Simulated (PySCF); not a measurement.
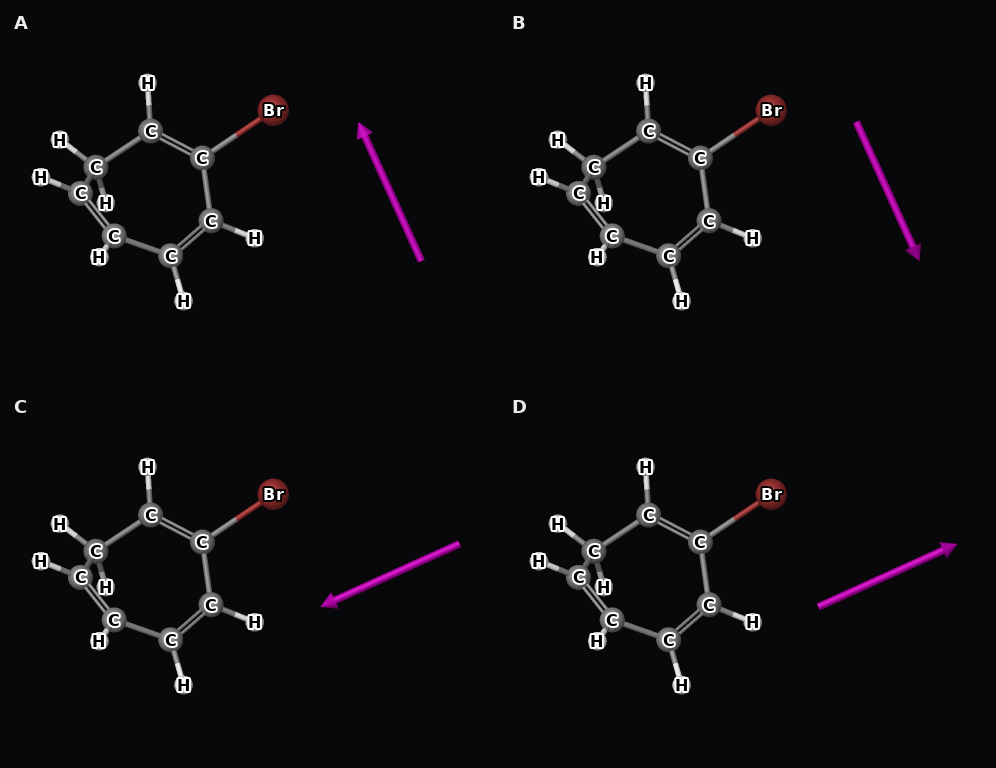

The same molecule four times, each with an arrow. Computed geometry: GFN2-xTB optimisation. No frequency run is at hand to confirm it as a minimum. Method: PBE0/def2-SVPD, gas phase (PySCF 2.14.0).

Which arrow points along the dipole moment, from the negative to the positive end?

Answer. C. The dipole moment is 2.21 D.

The geometry is semi-empirical. Around Br such bond lengths and angles can be off by a tenth of an ångström or more and by several degrees, and values that hang on the shape move with them.
